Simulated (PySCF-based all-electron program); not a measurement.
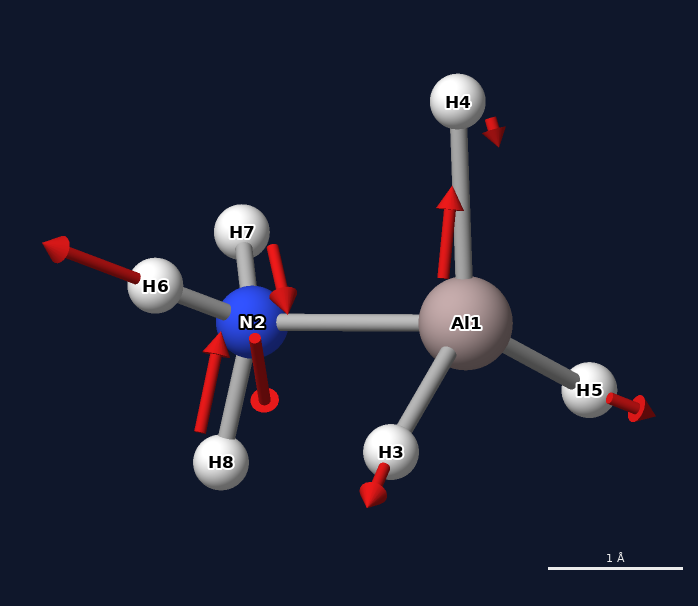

Arrows show the forces on the atoms, 0.3 Å of arrow for 1 eV/Å; forces under a tenth of the largest aren't drawn. Level of theory: PBE, all-electron, scalar-relativistic (spin-free Dirac), large uncontracted Gaussian sets (PySCF-based all-electron program).

> On which atom is the force largest, and how large is it?

On N2: 3.78 eV/Å.

> Along which bond is the force strongest?

N2–H6, now 0.962 Å: the forces push its atoms apart, so a first step downhill lengthens it.

List the force components in the frame of the picture (x right, y up, z towards the viewer), in eV/Å.

| atom | Fx | Fy | Fz |
| --- | --- | --- | --- |
| Al1 | 0.23 | 2.33 | −0.08 |
| N2 | 0.29 | −1.85 | −3.28 |
| H3 | −0.44 | −1.02 | 1.25 |
| H4 | 0.22 | −0.74 | 0.05 |
| H5 | 1.17 | −0.46 | −0.74 |
| H6 | −2.37 | 0.90 | 1.96 |
| H7 | 0.38 | −1.70 | 1.07 |
| H8 | 0.53 | 2.54 | −0.21 |
